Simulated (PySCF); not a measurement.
**CoH₄⁻: relaxation and vibrations of the quintet**

Aim: relax CoH₄⁻ as a quintet from a PBE0 minimum start, check by its vibrations whether the end is a minimum, and collect its spectrum and constants.

Program: PySCF 2.14.0. Level of theory: PBE0, basis Co def2-TZVPD, H def2-TZVPD, no relativity, density fitting. These are calculated values, not measurements.

## 1. Where the work starts

5 atoms, charge -1, spin multiplicity 5.

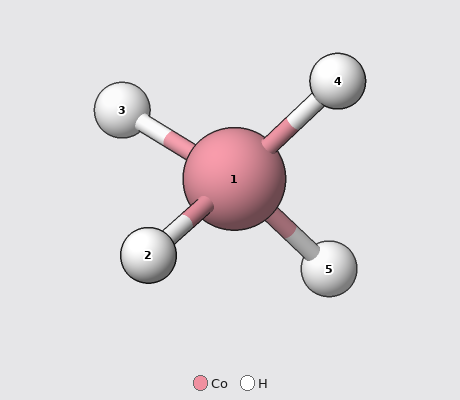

The starting geometry (cobalt pink, hydrogen white); atoms are numbered from 1 in the order of the file.

```xyz
5
charge -1 multiplicity 5
Co    0.0000    0.0000    0.0000
H     1.2498   -0.0001    1.0496
H    -1.2498    0.0000    1.0496
H     0.0000    1.2498   -1.0495
H     0.0000   -1.2497   -1.0496
```

## 2. First SCF at the start

One driver script runs all steps and calls PySCF; scf.py shows how it sets up the SCF of each step. The optimiser is the driver's own. After this first run the driver tries any further starts and a stability analysis.

scf.py reads:

```python
from pyscf import gto, scf, dft
mol = gto.M(atom='''
Co    -0.000000     0.000000    -0.000000
H      1.249755    -0.000068     1.049578
H     -1.249755    -0.000003     1.049578
H      0.000032     1.249791    -1.049536
H     -0.000032    -1.249720    -1.049621''',
    basis={'Co': 'def2-TZVPD', 'H': 'def2-TZVPD'},
    charge=-1, spin=4)
mf = dft.UKS(mol, xc='PBE0')
mf.grids.atom_grid = (50, 194)
aux = {'Co': 'def2-universal-JKFIT', 'H': 'def2-universal-JKFIT'}
mf = mf.density_fit(auxbasis=aux)
mf.conv_tol = 1e-08
mf.diis_space = 10
mf.max_cycle = 60
mf.init_guess = 'minao'
mf.verbose = 4
mf.kernel()
```

Command:

```
$ OMP_NUM_THREADS=2 python axn.py task.json out
```

The log of the run:

```text
init E= -1383.62855439592
[... the frontier-level lines of each cycle are left out ...]
cycle= 1 E= -1366.53168187074  delta_E= 17.1  |g|= 5.37  |ddm|= 19.9
cycle= 2 E= -1353.64544633025  delta_E= 12.9  |g|= 10.5  |ddm|= 20.9
cycle= 3 E= -1372.10880355953  delta_E= -18.5  |g|= 7.29  |ddm|= 6.15
cycle= 4 E= -1374.67623753278  delta_E= -2.57  |g|= 6.77  |ddm|= 3.05
cycle= 5 E= -1375.15785405237  delta_E= -0.482  |g|= 6.55  |ddm|= 0.0975
cycle= 6 E= -1384.36715217353  delta_E= -9.21  |g|= 1.35  |ddm|= 3.83
cycle= 7 E= -1383.59475413116  delta_E= 0.772  |g|= 2.17  |ddm|= 0.586
cycle= 8 E= -1383.77526700771  delta_E= -0.181  |g|=    2  |ddm|= 0.322
cycle= 9 E= -1383.80023412693  delta_E= -0.025  |g|= 1.97  |ddm|= 0.0412
cycle= 10 E= -1384.79611617199  delta_E= -0.996  |g|= 0.38  |ddm|= 1.12
cycle= 11 E= -1384.83512949994  delta_E= -0.039  |g|= 0.178  |ddm|= 0.203
cycle= 12 E= -1384.84415586581  delta_E= -0.00903  |g|= 0.039  |ddm|= 0.118
cycle= 13 E= -1384.84453967668  delta_E= -0.000384  |g|= 0.00622  |ddm|= 0.0263
cycle= 14 E= -1384.8445580907  delta_E= -1.84e-05  |g|= 0.0015  |ddm|= 0.00526
cycle= 15 E= -1384.84455941665  delta_E= -1.33e-06  |g|= 0.0012  |ddm|= 0.00198
cycle= 16 E= -1384.84455994845  delta_E= -5.32e-07  |g|= 0.000383  |ddm|= 0.000951
cycle= 17 E= -1384.84456019349  delta_E= -2.45e-07  |g|= 0.000147  |ddm|= 0.000815
cycle= 18 E= -1384.84456031128  delta_E= -1.18e-07  |g|= 0.000112  |ddm|= 0.000503
cycle= 19 E= -1384.84456055675  delta_E= -2.45e-07  |g|= 0.000106  |ddm|= 0.00118
cycle= 20 E= -1384.84456111777  delta_E= -5.61e-07  |g|= 7.86e-05  |ddm|= 0.00385
cycle= 21 E= -1384.84456130188  delta_E= -1.84e-07  |g|= 2.59e-05  |ddm|= 0.00319
cycle= 22 E= -1384.84456130801  delta_E= -6.13e-09  |g|= 9.54e-06  |ddm|= 0.000512
Extra cycle  E= -1384.84456130822  delta_E= -2.05e-10  |g|= 1.41e-05  |ddm|= 2.08e-05
converged SCF energy = -1384.84456130822  <S^2> = 6.0131501  2S+1 = 5.0052573
```

This step, with its further starts and checks, needed 31 s of wall time on 2 threads of Arm Neoverse N1, shared host.

The starts that the driver tried:

```
                      start   energy (Eh)
    the minimal-basis guess  -1384.844561
a thermally smeared density  -1384.837962
      a smeared PBE density  -1384.844561
```

No lower solution of this spin turned up from the other starts or in the test of internal stability.

## 3. Relaxing the quintet from the PBE0 minimum start

The program finds D2d symmetry in the start, which this walk keeps. Threshold on the gradient: 0.0003 Eh/bohr, with a further test on the energy change.

Changes to scf.py since step 2:

```diff
@@ -3 +3 @@
-Co    -0.000000     0.000000    -0.000000
+Co     0.000000    -0.000000     0.000000
@@ -17 +16,0 @@
-mf.init_guess = 'minao'
```

The optimiser's trace:

```
step   energy (Eh)  change (kJ/mol)  largest symmetric gradient (Eh/bohr)
   0  -1384.844561             0.00                               0.00005
```

The walk took 1.9 s.

After 0 steps and 0.0 kJ/mol it ends at D2d: Co–H 1.632 Å (×4); H–Co–H 100.0° (×2), H–Co–H 114.4° (×4).

## 4. Vibrations and properties at this point

The point is checked on the finer grid, and tightened if its gradient asks for it. The Hessian and the dipole derivatives come from central differences of analytic gradients, with steps of 0.02 bohr.

Changes to scf.py since step 3:

```diff
@@ -4,4 +4,4 @@
-H      1.249755    -0.000068     1.049578
-H     -1.249755    -0.000003     1.049578
-H      0.000032     1.249791    -1.049536
-H     -0.000032    -1.249720    -1.049621''',
+H      1.249420    -0.000068     1.049744
+H     -1.249420    -0.000003     1.049744
+H      0.000032     1.249456    -1.049702
+H     -0.000032    -1.249385    -1.049786''',
@@ -11 +11 @@
-mf.grids.atom_grid = (50, 194)
+mf.grids.atom_grid = (75, 302)
@@ -14 +14 @@
-mf.conv_tol = 1e-08
+mf.conv_tol = 1e-10
```

The driver hands on the density of the step before, so the log starts near convergence.

Log of the central SCF (cycles and frontier levels):

```text
init E= -1384.84447799773
[... the frontier-level lines of each cycle are left out ...]
cycle= 1 E= -1384.8444779977  delta_E= 3.52e-11  |g|= 1.37e-05  |ddm|= 6.36e-06
cycle= 2 E= -1384.84447799709  delta_E= 6.09e-10  |g|= 5.42e-05  |ddm|= 2.17e-05
cycle= 3 E= -1384.84447799774  delta_E= -6.54e-10  |g|= 1.04e-06  |ddm|= 1.72e-05
cycle= 4 E= -1384.84447799775  delta_E= -4.32e-12  |g|= 1.02e-06  |ddm|= 1.24e-06
Extra cycle  E= -1384.84447799775  delta_E= -9.78e-12  |g|= 1.01e-06  |ddm|= 3.02e-06
converged SCF energy = -1384.84447799775  <S^2> = 6.0131477  2S+1 = 5.0052563
```

The whole step took 58 s.

Geometry: D2d; Co–H 1.632 Å (×4); H–Co–H 99.9° (×2), H–Co–H 114.4° (×4).

Harmonic modes (main isotopes):

```json
{"symmetry": "b2", "ω (cm⁻¹)": "256", "IR (km/mol)": "43.2"}
{"symmetry": "e", "ω (cm⁻¹)": "447", "IR (km/mol)": "340"}
{"symmetry": "a1", "ω (cm⁻¹)": "521", "IR (km/mol)": "0.0"}
{"symmetry": "b1", "ω (cm⁻¹)": "614", "IR (km/mol)": "0.0"}
{"symmetry": "e", "ω (cm⁻¹)": "1534", "IR (km/mol)": "1028"}
{"symmetry": "b2", "ω (cm⁻¹)": "1570", "IR (km/mol)": "571"}
{"symmetry": "a1", "ω (cm⁻¹)": "1572", "IR (km/mol)": "0.0"}
```

No imaginary mode, so this is a minimum.

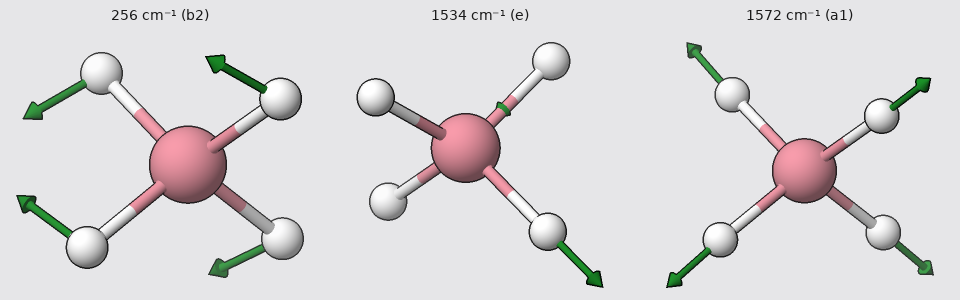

Displacements of 3 of the modes, as arrows (one member where a mode is degenerate).

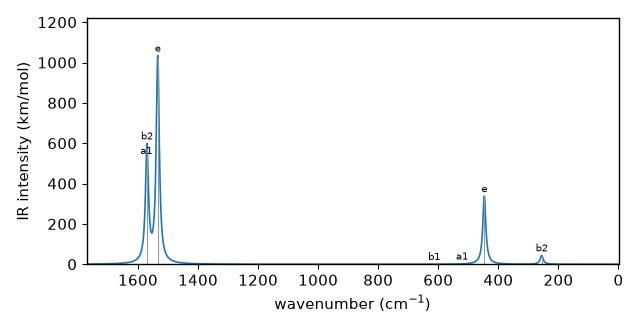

The harmonic infrared spectrum (widths in cm⁻¹). Lines are broadened to a width of 12 cm⁻¹ (Lorentzian).

Constants and moments:

| Quantity | Value |
| --- | --- |
| Dipole moment about the centre of mass | 0.00 D |
| Highest occupied level | -1.27 eV |
| Lowest empty level | 2.51 eV |
| Rotational constants | 2.679, 2.221, 2.221 cm⁻¹ |
| Zero-point energy | 50.8 kJ/mol |
| Principal polarisabilities | 68.1, 68.1, 70.6 bohr³ |
| Principal traceless quadrupole moments about the centre of mass | -1.97, 0.99, 0.99 D Å |
| Entropy at 298.15 K and 1 bar (electronic part: spin only) | 253.7 J/(mol K) |
| Heat capacity Cp at 298.15 K | 62.3 J/(mol K) |
| Enthalpy at 298.15 K above 0 K | 13.56 kJ/mol |
| Rotational symmetry number | 4 |
| Spin squared ⟨S²⟩ | 6.013 |

Populations by atom (charges in e):

```csv
atom,Mulliken,Löwdin,polar tensor,spin (Mulliken),Mayer order to Co1
Co1,-0.76,-0.17,0.45,3.24,–
"H2,3,4,5",-0.06,-0.21,-0.36,0.19,0.94
```

Mulliken populations on Co1: s 7.13, p 13.36, d 7.27, f 0.00.

## 5. Outcome

```
                                          quantity                                                                  value
                                           minimum                                                           quintet, D2d
                                          geometry               Co–H 1.632 Å (×4); H–Co–H 99.9° (×2), H–Co–H 114.4° (×4)
                                wavenumbers (cm⁻¹)  256 (b2), 447 (e), 521 (a1), 614 (b1), 1534 (e), 1570 (b2), 1572 (a1)
                    dipole moment (centre of mass)                                                                 0.00 D
highest occupied, lowest empty level (either spin)                                                         -1.27, 2.51 eV
                        polar-tensor charge of Co1                                                                +0.45 e
                                 zero-point energy                                                            50.8 kJ/mol
                               entropy at 298.15 K                                                        253.7 J/(mol K)
                                              ⟨S²⟩                                                                  6.013
```

The PBE0 minimum start keeps its D2d symmetry and ends in a minimum. In the infrared the band at 1534 cm⁻¹ (e, stretch) leads. Most of the spin sits on Co1 (Mulliken spin 3.24, against 4 for the whole molecule). Only this shape and spin were tried, so other structures or states may lie lower. Open d and f shells are described by one determinant, and the ground state may have another occupation or spin.

The search up to here took 91 s.
